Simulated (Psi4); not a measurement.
Excited-state calculation of C2H4P (charge +1)

- system: C2H4P, charge +1, SMILES C1=C[PH2+]1
- method: TDDFT (wB97X)/def2-TZVPD, RKS (Psi4 1.11)

The geometry comes from this level: GFN2-xTB.

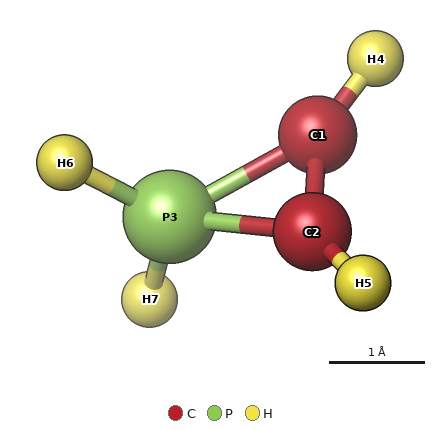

Figure 1. The structure (ball-and-stick view, seen at a tilt; atoms are numbered from 1 in the order of the input). Bond lengths as drawn: C–C 1.33 Å, C–H 1.07 Å, C–P 1.78 Å and H–P 1.38 Å.

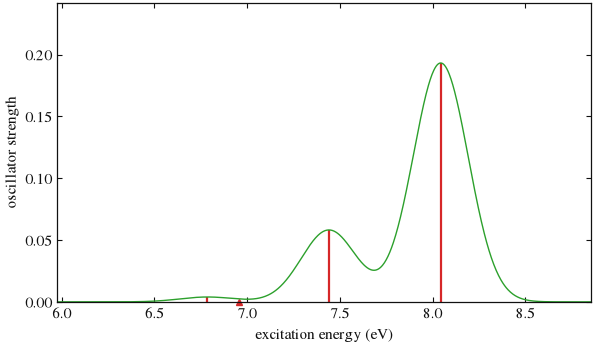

Figure 2. Computed excitations as sticks (degenerate states added up, dark ones marked on the axis), with a Gaussian envelope of 0.35 eV full width at half maximum, scaled to the tallest. Of the 4 states the lowest lies at 6.79 eV (f = 0.004); the strongest line is at 8.04 eV, or 154 nm (f = 0.193).

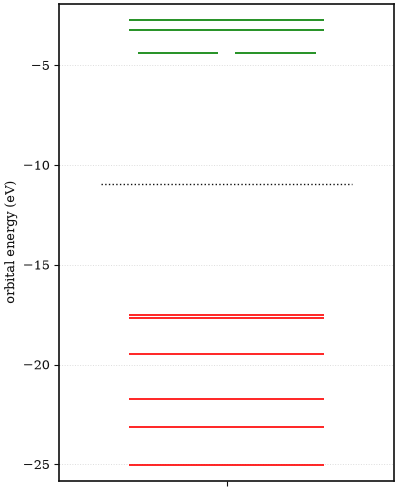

Figure 3. Orbital energies near the frontier; the dotted line parts filled from empty levels, and levels within 0.02 eV of each other stand side by side. Highest filled −17.49 eV, lowest empty −4.40 eV, 13.09 eV apart.

The input that produced these results follows, with the program's output.

### The input (calc.in)
```python
memory 1.6 GB

molecule {
  1 1
  C     -0.778470    -0.566580    -0.234630
  C     -0.248980     0.502140    -0.818500
  P      0.641320     0.041450     0.655330
  H     -1.561160    -1.297370    -0.289630
  H     -0.328630     1.179530    -1.645860
  H      0.433780     0.766330     1.810910
  H      1.842140    -0.625510     0.522380
  symmetry c1
}

set globals {
  basis def2-TZVPD
  puream true
  scf_type df
  dft_radial_points 99
  dft_spherical_points 590
  df_basis_scf cc-pvtz-jkfit
  save_jk true
}

from psi4.driver.procrouting.response.scf_response import tdscf_excitations
E, wfn = energy("wb97x", return_wfn=True)
states = tdscf_excitations(wfn, states=4, tda=False)
print_variables()
```

Run as:
```bash
psi4 -n 1 calc.in calc.out
```

### Log
```
Psi4 1.11 release

   => Loading Basis Set <=

    Name: DEF2-TZVPD
    Role: ORBITAL
    Keyword: BASIS

         ---------------------------------------------------------
                                   SCF
                              RKS Reference
                        1 Threads,   1525 MiB Core
         ---------------------------------------------------------

  ==> Geometry <==

    Molecular point group: c1
    Full point group: C1

    Geometry (in Angstrom), charge = 1, multiplicity = 1:

       Center              X                  Y                   Z               Mass
    ------------   -----------------  -----------------  -----------------  -----------------
         C           -0.912760927572    -0.575625702772    -0.371251977125    12.000000000000
         C           -0.383270927572     0.493094297228    -0.955121977125    12.000000000000
         P            0.507029072428     0.032404297228     0.518708022875    30.973761998420
         H           -1.695450927572    -1.306415702772    -0.426251977125     1.007825032230
         H           -0.462920927572     1.170484297228    -1.782481977125     1.007825032230
         H            0.299489072428     0.757284297228     1.674288022875     1.007825032230
         H            1.707849072428    -0.634555702772     0.385758022875     1.007825032230

  Running in c1 symmetry.

  Rotational constants: A =      0.92742  B =      0.34539  C =      0.27473 [cm^-1]
  Rotational constants: A =  27803.48327  B =  10354.51232  C =   8236.31524 [MHz]
  Nuclear repulsion =   99.413318340834124

  Charge       = 1
  Multiplicity = 1
  Electrons    = 30
  Nalpha       = 15
  Nbeta        = 15

  ==> Algorithm <==

  SCF Algorithm Type is DF.
  DIIS enabled.
  MOM disabled.
  Fractional occupation disabled.
  Guess Type is SAD.
  Energy threshold   = 1.00e-06
  Density threshold  = 1.00e-06
  Integral threshold = 1.00e-12

  ==> Primary Basis <==

  Basis Set: DEF2-TZVPD
    Blend: DEF2-TZVPD
    Number of shells: 61
    Number of basis functions: 153
    Number of Cartesian functions: 171
    Spherical Harmonics?: true
    Max angular momentum: 3

  ==> DFT Potential <==

   => LibXC <=

    Version 7.1.2

   => Composite Functional: WB97X <=

    wB97X Hyb-GGA Exchange-Correlation Functional

    Deriv               =              1
    GGA                 =           TRUE
    Meta                =          FALSE

    Exchange Hybrid     =           TRUE
    MP2 Hybrid          =          FALSE

   => Exchange-Correlation Functionals <=

    1.0000   wB97X range-separated functional

   => Exact (HF) Exchange <=

    0.8423            HF,LR [omega = 0.3000]
    0.1577               HF

   => LibXC Density Thresholds  <==

    XC_HYB_GGA_XC_WB97X:  1.00E-14

   => Molecular Quadrature <=

    Radial Scheme          =       TREUTLER
    Pruning Scheme         =           NONE
    Nuclear Scheme         =       TREUTLER

    Blocking Scheme        =         OCTREE
    BS radius alpha        =              1
    Pruning alpha          =              1
    Radial Points          =             99
    Spherical Points       =            590
    Total Points           =         392367
    Total Blocks           =           2885
    Max Points             =            256
    Max Functions          =            152
    Weights Tolerance      =       1.00E-15

   => Loading Basis Set <=

    Name: CC-PVTZ-JKFIT
    Role: JKFIT
    Keyword: DF_BASIS_SCF

  ==> Integral Setup <==

  DFHelper Memory: AOs need 0.215 GiB; user supplied 0.215 GiB.
  SCF_SUBTYPE=INCORE selected. In-core MEM_DF algorithm will be used.
  Using in-core AOs.

  ==> MemDFJK: Density-Fitted J/K Matrices <==

    J tasked:                   Yes
    K tasked:                   Yes
    wK tasked:                  Yes
    Omega:                3.000E-01
    Memory [MiB]:               219
    Algorithm:                 Core
    Schwarz Cutoff:           1E-12
    Mask sparsity (%):       0.1452
    Fitting Condition:        1E-10

   => Auxiliary Basis Set <=

  Basis Set: CC-PVTZ-JKFIT
    Blend: CC-PVTZ-JKFIT
    Number of shells: 127
    Number of basis functions: 399
    Number of Cartesian functions: 477
    Spherical Harmonics?: true
    Max angular momentum: 4

  Cached 50.0% of DFT collocation blocks in 0.766 [GiB].

  Minimum eigenvalue in the overlap matrix is 6.5507606536E-06.
  Reciprocal condition number of the overlap matrix is 6.4799242721E-07.
    Using symmetric orthogonalization.

  ==> Pre-Iterations <==

  SCF Guess: Superposition of Atomic Densities via on-the-fly atomic UHF (no occupation information).

   -------------------------
    Irrep   Nso     Nmo
   -------------------------
     A        153     153
   -------------------------
    Total     153     153
   -------------------------

  ==> Iterations <==

                           Total Energy        Delta E     RMS |[F,P]|

   @DF-RKS iter SAD:  -419.60767405809230   -4.19608e+02   0.00000e+00
   @DF-RKS iter   1:  -419.52364068073922    8.40334e-02   2.97898e-03 DIIS/ADIIS
   @DF-RKS iter   2:  -419.56817901049044   -4.45383e-02   2.01940e-03 DIIS/ADIIS
   @DF-RKS iter   3:  -419.61855568259949   -5.03767e-02   3.54191e-04 DIIS/ADIIS
   @DF-RKS iter   4:  -419.61976790038312   -1.21222e-03   6.31242e-05 DIIS
   @DF-RKS iter   5:  -419.61983674238303   -6.88420e-05   8.98232e-06 DIIS
   @DF-RKS iter   6:  -419.61983814696515   -1.40458e-06   2.96927e-06 DIIS
   @DF-RKS iter   7:  -419.61983830861823   -1.61653e-07   5.54482e-07 DIIS
  Energy and wave function converged.

  ==> Post-Iterations <==

   Electrons on quadrature grid:
      Ntotal   =   30.0000004819 ; deviation = 4.819e-07

    Orbital Energies [Eh]
    ---------------------

    Doubly Occupied:

       1A    -77.349881     2A    -10.537388     3A    -10.536438
       4A     -6.940361     5A     -5.099716     6A     -5.098484
       7A     -5.097644     8A     -1.226277     9A     -0.985817
      10A     -0.920076    11A     -0.850485    12A     -0.797837
      13A     -0.715378    14A     -0.648421    15A     -0.642873

    Virtual:

      16A     -0.161574    17A     -0.160847    18A     -0.118454
      19A     -0.099634    20A     -0.058726    21A     -0.038619
      22A     -0.033761    23A     -0.033246    24A      0.019593
      25A      0.020378    26A      0.021367    27A      0.025872
      28A      0.029624    29A      0.045166    30A      0.086881
      31A      0.089576    32A      0.105570    33A      0.106409
      34A      0.112745    35A      0.141424    36A      0.158574
      37A      0.164196    38A      0.168901    39A      0.170168
      40A      0.201286    41A      0.209308    42A      0.228998
      43A      0.229997    44A      0.239113    45A      0.247831
      46A      0.256822    47A      0.256894    48A      0.260074
      49A      0.260543    50A      0.272886    51A      0.299103
      52A      0.311028    53A      0.336581    54A      0.364032
      55A      0.383057    56A      0.383344    57A      0.392285
      58A      0.411076    59A      0.434180    60A      0.453916
      61A      0.459948    62A      0.482195    63A      0.486297
      64A      0.492316    65A      0.504738    66A      0.539817
      67A      0.543900    68A      0.611821    69A      0.616053
      70A      0.616376    71A      0.624640    72A      0.702177
      73A      0.708402    74A      0.717861    75A      0.747872
      76A      0.774858    77A      0.827482    78A      0.833023
      79A      0.974311    80A      0.980392    81A      1.033295
      82A      1.088901    83A      1.136384    84A      1.192625
      85A      1.228337    86A      1.239924    87A      1.240485
      88A      1.276955    89A      1.301123    90A      1.341652
      91A      1.398948    92A      1.419960    93A      1.438910
      94A      1.493507    95A      1.536068    96A      1.589872
      97A      1.627740    98A      1.698172    99A      1.701998
     100A      1.705723   101A      1.737798   102A      1.790054
     103A      1.791985   104A      1.863404   105A      1.875939
     106A      1.914257   107A      1.932126   108A      1.991733
     109A      2.024059   110A      2.115410   111A      2.130668
     112A      2.184942   113A      2.265053   114A      2.296546
     115A      2.311556   116A      2.398419   117A      2.490722
     118A      2.494914   119A      2.588335   120A      2.607592
     121A      2.679203   122A      2.699000   123A      2.765681
     124A      2.842803   125A      2.884879   126A      2.904797
     127A      2.946283   128A      2.946666   129A      2.985184
     130A      3.010298   131A      3.076863   132A      3.116115
     133A      3.121186   134A      3.189166   135A      3.192630
     136A      3.268972   137A      3.373006   138A      3.414249
     139A      3.426043   140A      3.612202   141A      3.629247
     142A      4.101192   143A      4.156672   144A      4.273918
     145A      4.589393   146A      4.599887   147A      5.067232
     148A      7.286772   149A      7.435654   150A      7.713148
     151A     15.240947   152A     22.246722   153A     22.503725

    Final Occupation by Irrep:
              A
    DOCC [    15 ]
    NA   [    15 ]
    NB   [    15 ]

  @DF-RKS Final Energy:  -419.61983830861823

   => Energetics <=

    Nuclear Repulsion Energy =             99.4133183408341239
    One-Electron Energy =                -765.6971005105938275
    Two-Electron Energy =                 272.5703680586280484
    DFT Exchange-Correlation Energy =     -25.9064241974866079
    Empirical Dispersion Energy =           0.0000000000000000
    VV10 Nonlocal Energy =                  0.0000000000000000
    Total Energy =                       -419.6198383086182275

Computation Completed

Properties will be evaluated at   0.000000,   0.000000,   0.000000 [a0]

Properties computed using the SCF density matrix

 Multipole Moments:

 ------------------------------------------------------------------------------------
     Multipole            Electronic (a.u.)      Nuclear  (a.u.)        Total (a.u.)
 ------------------------------------------------------------------------------------

 L = 1.  Multiply by 2.5417464519 to convert [e a0] to [Debye]
 Dipole X            :          0.7985149           -0.6080926            0.1904223
 Dipole Y            :          0.0542340           -0.0421915            0.0120425
 Dipole Z            :          0.8120677           -0.6166390            0.1954287
 Magnitude           :                                                    0.2731264

 ------------------------------------------------------------------------------------

	total time  =         19 seconds =       0.32 minutes

******************************************************************************************
**********                               WARNING                                **********
**********       The names of excited state variables changed between 1.5       **********
**********     and 1.6. For a quick solution, remove the symmetry specifier     **********
**********   from the variable name. For full details, see 'Notes on Psivars'   **********
**********                        in the documentation.                         **********
******************************************************************************************

         ---------------------------------------------------------
                         TDSCF excitation energies
         ---------------------------------------------------------

  ==> Options <==

     Residual threshold  : 1.0000e-04
     Initial guess       : denominators
     Reference           : RHF
     Solver type         : RPA (Hamiltonian)

  ==> Requested Excitations <==

      4 singlet states with A symmetry

  ==> Seeking the lowest 4 singlet states with A symmetry

                        Generalized Hamiltonian Solver

  ==> Options <==

    Max number of iterations        = 60
    Eigenvector tolerance           = 1.0000e-04
    Max number of expansion vectors = 800

  => Iterations <=
                              Max[D[value]]     Max[|R|]   # vectors
  HamiltonianSolver iter   1:   3.06385e-01  2.26171e-01     16
  HamiltonianSolver iter   2:   2.08144e-02  6.10031e-02     24
  HamiltonianSolver iter   3:   9.29604e-04  1.81076e-02     32
  HamiltonianSolver iter   4:   4.86185e-05  4.59237e-03     40
  HamiltonianSolver iter   5:   2.66085e-06  1.43167e-03     48
  HamiltonianSolver iter   6:   1.29628e-07  2.70626e-04     56
  HamiltonianSolver iter   7:   6.15602e-08  6.18815e-04     60
  HamiltonianSolver iter   8:   6.74400e-04  4.72484e-02     62
  HamiltonianSolver iter   9:   2.70643e-04  1.37260e-02     64
  HamiltonianSolver iter  10:   2.93357e-05  4.71586e-03     66
  HamiltonianSolver iter  11:   2.15830e-06  1.00047e-03     68
  HamiltonianSolver iter  12:   1.28098e-07  2.12914e-04     70
  HamiltonianSolver iter  13:   2.29977e-08  6.86255e-05     72      Converged

******************************************************************************************
**********                               WARNING                                **********
**********  Length-gauge rotatory strengths are **NOT** gauge-origin invariant  **********
******************************************************************************************

                                    Excitation Energy         Total Energy        Oscillator Strength             Rotatory Strength
     #   Sym: GS->ES (Trans)        au              eV              au          au (length)    au (velocity)    au (length)    au (velocity)
    ---- -------------------- --------------- --------------- --------------- --------------- --------------- --------------- ---------------
     1        A->A (1 A)       0.24938         6.78594        -419.37046       0.0039          0.0042          0.0048          0.0048
     2        A->A (1 A)       0.25565         6.95646        -419.36419       0.0000          0.0000         -0.0030         -0.0030
     3        A->A (1 A)       0.27343         7.44053        -419.34640       0.0581          0.0575         -0.0070         -0.0070
     4        A->A (1 A)       0.29560         8.04359        -419.32424       0.1932          0.1972          0.0007          0.0007

Contributing excitations and de-excitations
Only contributions with abs(coeff) > 1.00e-01 will be printed:

Excited State    1 (1 A):   0.24938 au   182.71 nm f = 0.0039
  Sums of squares: Xssq =  1.001553e+00; Yssq =  1.553146e-03; Xssq - Yssq =  1.000000e+00
     14a  ->  16a     0.989572 (97.925%)

Excited State    2 (1 A):   0.25565 au   178.23 nm f = 0.0000
  Sums of squares: Xssq =  1.001712e+00; Yssq =  1.712161e-03; Xssq - Yssq =  1.000000e+00
     13a  ->  16a     0.117733 ( 1.386%)
     15a  ->  17a     0.981225 (96.280%)

Excited State    3 (1 A):   0.27343 au   166.63 nm f = 0.0581
  Sums of squares: Xssq =  1.008324e+00; Yssq =  8.324228e-03; Xssq - Yssq =  1.000000e+00
     13a  ->  17a     0.376461 (14.172%)
     14a  ->  18a    -0.119309 ( 1.423%)
     14a  ->  19a    -0.145569 ( 2.119%)
     15a  ->  16a     0.887471 (78.761%)

Excited State    4 (1 A):   0.29560 au   154.14 nm f = 0.1932
  Sums of squares: Xssq =  1.007632e+00; Yssq =  7.631885e-03; Xssq - Yssq =  1.000000e+00
     13a  ->  19a     0.189780 ( 3.602%)
     14a  ->  17a     0.953409 (90.899%)
     15a  ->  21a    -0.140437 ( 1.972%)
     15a  ->  24a    -0.106657 ( 1.138%)

******************************************************************************************
**********                               WARNING                                **********
**********       The names of excited state variables changed between 1.5       **********
**********     and 1.6. For a quick solution, remove the symmetry specifier     **********
**********   from the variable name. For full details, see 'Notes on Psivars'   **********
**********                        in the documentation.                         **********
******************************************************************************************

  Variable Map:
  ----------------------------------------------------------------------------
  "CURRENT ENERGY"              =>    -419.619838308618
  "CURRENT REFERENCE ENERGY"    =>    -419.619838308618
  "DD SOLVATION ENERGY"         =>       0.000000000000
  "DFT FUNCTIONAL TOTAL ENERGY" =>    -419.619838308618
  "DFT TOTAL ENERGY"            =>    -419.619838308618
  "DFT VV10 ENERGY"             =>       0.000000000000
  "DFT XC ENERGY"               =>     -25.906424197487
  "GRID ELECTRONS ALPHA"        =>      15.000000240969
  "GRID ELECTRONS BETA"         =>      15.000000240969
  "GRID ELECTRONS TOTAL"        =>      30.000000481939
  "NUCLEAR REPULSION ENERGY"    =>      99.413318340834
  "ONE-ELECTRON ENERGY"         =>    -765.697100510594
  "PCM POLARIZATION ENERGY"     =>       0.000000000000
  "PE ENERGY"                   =>       0.000000000000
  "SCF ITERATION ENERGY"        =>    -419.619838308618
  "SCF ITERATIONS"              =>       7.000000000000
  "SCF TOTAL ENERGY"            =>    -419.619838308618
  "TWO-ELECTRON ENERGY"         =>     272.570368058628
  "XC GRID RADIAL POINTS"       =>      99.000000000000
  "XC GRID SPHERICAL POINTS"    =>     590.000000000000
  "XC GRID TOTAL POINTS"        =>  392367.000000000000

  Array Variable Map:
  ----------------------------------------------------------------------------
  "CURRENT DIPOLE"              =>       0.190422285317 ... 0.195428705350 1 by 3
  "SCF DIPOLE"                  =>       0.190422285317 ... 0.195428705350 1 by 3
  "SCF TOTAL ENERGIES"          =>    -419.607674058092 ... -419.619838308618 1 by 8

    Psi4 run time: 0:02:23.55
```

### Key numbers

- outcome: converged
- total energy: −419.619838 hartree
- basis functions: 153
- HOMO: −17.49 eV
- LUMO: −4.40 eV
- lowest excitation: 6.79 eV
- hardware: 1 thread of Intel Xeon (Sapphire Rapids), 64 GiB of memory available, shared host
- wall time: 2.4 min
- peak memory: 1.3 GiB
